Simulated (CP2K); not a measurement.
Band structure of Mg2Zn (C2/m, 6 atoms in the cell).

```
Mg2Zn
1.0
    5.90901     0.00000     0.00000
    5.03460     3.09342     0.00000
   -1.72772    -0.48837     6.24794
Mg Zn
4 2
Direct
  0.15985   0.15985   0.09235
  0.84015   0.84015   0.90765
  0.85867   0.85867   0.43962
  0.14133   0.14133   0.56038
  0.49134   0.49134   0.22168
  0.50866   0.50866   0.77832
```

Method of the run: PBEsol, GPW, DZVP-MOLOPT-SR-GTH basis, GTH-PBE potentials (GTH_POTENTIALS) run with CP2K.

Settings: CUTOFF = 1000 Ry; REL_CUTOFF = 40 Ry; SMEAR/METHOD = GAUSSIAN; SIGMA = 0.1 eV; KPOINTS/SCHEME = MONKHORST-PACK 5 5 3; XC_FUNCTIONAL = PBE:PBESOL; Mg/BASIS_SET = DZVP-MOLOPT-SR-GTH; Mg/POTENTIAL = GTH-PBE-q10; Zn/BASIS_SET = DZVP-MOLOPT-SR-GTH; Zn/POTENTIAL = GTH-PBE-q12; METHOD = GPW; EPS_DEFAULT = 1e-10; EXTRAPOLATION = USE_GUESS; NGRIDS = 5.

The starting cell comes from a database of computed structures (which also holds hypothetical and non-ambient phases and stackings), without a prior relaxation at this level. Values carry the incompleteness of an atom-centred basis. The potentials were made for another functional than the one used.

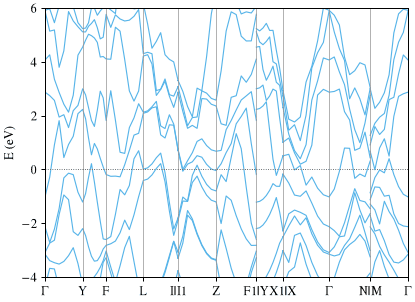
Figure. Bands along the path, energies from the Fermi level.

Levels in eV from the Fermi level, bands 29 to 34:
```
point     29     30     31     32     33    34
-----  -----  -----  -----  -----  -----  ----
Γ      -4.36  -3.15  -3.09  -2.13  -1.02  2.87
Y      -4.80  -4.30  -2.20  -1.21   2.23  3.00
F      -3.28  -3.03  -2.82  -2.61  -0.19  1.82
L      -5.16  -5.05  -0.41   0.01   2.09  2.13
I      -3.30  -3.07  -1.88  -1.81   0.71  0.74
Z      -3.38  -3.36  -1.21  -0.80  -0.04  0.68
F1     -3.28  -3.03  -2.82  -2.61  -0.19  1.82
X1     -3.02  -2.51  -2.28  -0.17   0.51  1.01
N      -3.25  -3.02  -1.64  -1.46   0.31  0.43
```

Bands cross the Fermi level along this path, so the cell is metallic at this level.

Higher empty bands are left out: an atom-centred basis made for the valence describes them poorly.
